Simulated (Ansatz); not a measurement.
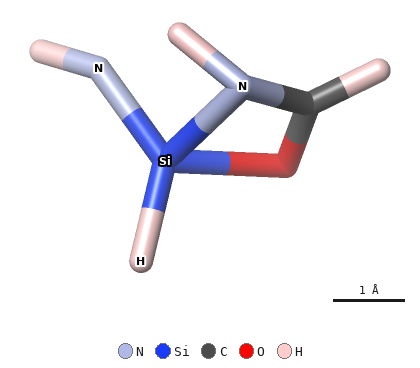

Fig. 1: The input geometry (stick view, seen on its broad side). Bond lengths as drawn: C–H 1.10 Å, C–N 1.32 Å, C–O 1.29 Å, H–N 1.01 to 1.22 Å, H–Si 1.48 Å, N–Si 1.63 to 1.82 Å and O–Si 1.89 Å.

## CH₄N₂OSi: phonon calculation

- system: CH₄N₂OSi
- method: RKS PBE0-D4/def2-SVP (Ansatz 0.2.0)

It belongs to a series of runs on one base structure; here: vibrations at the highest image of the band.

Input file:
```yaml
crystal:
  periodic: [false, false, false]
  atoms:
    - { symbol: "N", position_ang: [0.42175, 0.613587, 1.463955] }
    - { symbol: Si, position_ang: [-0.355919, -0.541105, 0.61678] }
    - { symbol: "N", position_ang: [0.896844, -0.33771, -0.688891] }
    - { symbol: C, position_ang: [-0.086487, 0.036364, -1.479065] }
    - { symbol: O, position_ang: [-1.271472, -0.080147, -0.975071] }
    - { symbol: H, position_ang: [0.266266, 1.14217, 2.311602] }
    - { symbol: H, position_ang: [1.205786, 0.461738, 0.182261] }
    - { symbol: H, position_ang: [-1.00802, -1.801481, 1.043174] }
    - { symbol: H, position_ang: [0.019752, 0.460284, -2.491844] }
basis:
  gaussian: { orbitals: def2-SVP }
hamiltonian:
  xc: pbe0
  dispersion: d4
phonons: {}
```

Machine: 2 threads of Intel Xeon (Sapphire Rapids), 16 GiB of memory available, shared host.

Launch command:
```bash
ansatz run input.yaml --threads 2 --pin off --max-ram 3072MiB --backend cpu --events-out ev --progress --plain --runs-dir out
```

The program's output:
```
Engine: ansatz 0.2.0, x86_64-unknown-linux-gnu
Functional definition: PBE0
  parameter a = 0.25
  parameter kappa = 0.804
  parameter beta = 0.06672455060314922
  exchange = (1 - a)*pbe_x(kappa = kappa, mu = beta*pi^2/3) + a*exact_x
  correlation = pbe_c(beta = beta)
1019 factors; integrals over basis functions are off by at most 3.2e-4 eV
mean field evaluation 1: about -13977.9195 eV, gradient 7.0e1 eV
mean field evaluation 2: about -13945.1173 eV, gradient 1.3e2 eV
mean field evaluation 4: about -13987.7498 eV, gradient 1.1e1 eV
mean field evaluation 8: about -13987.9460 eV, gradient 5.4e-1 eV
mean field evaluation 16: about -13987.9690 eV, gradient 8.8e-5 eV
mean field -13987.96901804 eV, -514.0483800269 hartree, gradient 8.8e-5 eV, S^2 0.000000; 0 other end points of the search recorded, 0 dependent functions left out
the calculation of the forces begins
reference -13987.96904251 eV, -514.0483809262 hartree; 23, 23 occupied and 71, 71 virtual orbitals, 1019 factors
these checks for a lower state are left out or cut short: stability, starts, cluster_reference, orbital_swaps, neighbouring_geometries, increment
1019 factors; integrals over basis functions are off by at most 3.2e-4 eV
mean field -13987.96901696 eV, -514.0483799875 hartree, gradient 1.1e-6 eV, S^2 0.000000; 0 other end points of the search recorded, 0 dependent functions left out
[... from here on the field's lines of each further geometry are left out, up to the last ...]
the calculation of the forces begins
reference -13987.96895823 eV, -514.0483778291 hartree; 23, 23 occupied and 71, 71 virtual orbitals, 1019 factors
these checks for a lower state are left out or cut short: stability, starts, cluster_reference, orbital_swaps, neighbouring_geometries, increment
1019 factors; integrals over basis functions are off by at most 3.2e-4 eV
mean field -13987.96892119 eV, -514.0483764679 hartree, gradient 1.6e-6 eV, S^2 0.000000; 0 other end points of the search recorded, 0 dependent functions left out
the calculation of the forces begins
reference -13987.96894566 eV, -514.0483773672 hartree; 23, 23 occupied and 71, 71 virtual orbitals, 1019 factors
WARN: phonons: modes at or below zero, which the zero-point energy, F, S and C_V leave out: 1, the lowest at -1437.77 cm⁻¹. A minimum has none, and a first-order saddle one
Total energy: -13988.13302597 eV, -514.0544072073 hartree
Atom 0 at     0.421750     0.613587     1.463955 Å, force     0.006987     0.003398    -0.002314 eV/Å
Atom 1 at    -0.355919    -0.541105     0.616780 Å, force     0.001358    -0.003289     0.009431 eV/Å
Atom 2 at     0.896844    -0.337710    -0.688891 Å, force     0.010939     0.002104     0.006640 eV/Å
Atom 3 at    -0.086487     0.036364    -1.479065 Å, force    -0.006865     0.009527    -0.018108 eV/Å
Atom 4 at    -1.271472    -0.080147    -0.975071 Å, force    -0.002563    -0.000761     0.002168 eV/Å
Atom 5 at     0.266266     1.142170     2.311602 Å, force    -0.001010    -0.001199    -0.002023 eV/Å
Atom 6 at     1.205786     0.461738     0.182261 Å, force    -0.009874    -0.006130     0.003732 eV/Å
Atom 7 at    -1.008020    -1.801481     1.043174 Å, force    -0.000555     0.001001    -0.003033 eV/Å
Atom 8 at     0.019752     0.460284    -2.491844 Å, force     0.001583    -0.004651     0.003506 eV/Å
Dipole moment:    -0.187119     0.003701    -0.058932 e Å
Vibrations: -1437.77 239.58 293.24 415.12 471.97 591.92 620.75 696.75 796.86 869.82 911.24 1010.61 1102.80 1126.51 1266.35 1381.48 1572.39 1862.49 2292.60 3146.71 3703.22 cm⁻¹, zero-point energy 1.510898 eV
```

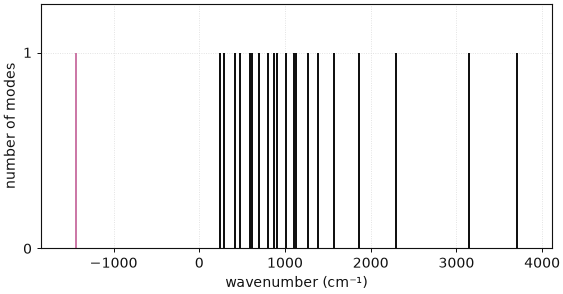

Fig. 2: Harmonic vibrational wavenumbers from the force constants; neighbouring modes closer than 23 cm⁻¹ are counted in one stick, and imaginary ones are drawn at negative wavenumbers. 21 modes from 1438i to 3703 cm⁻¹, 1 imaginary beyond 8i (1438i cm⁻¹): a first-order saddle point, if the geometry is stationary.

Summary:

```tsv
quantity	value
outcome	converged
total energy	−13988.1330 eV
mean-field energy	−13987.9690 eV
largest force (length of the vector)	0.022 eV/Å
wall time	61 s (CPU time 1.9 min)
peak memory	0.21 GiB
```
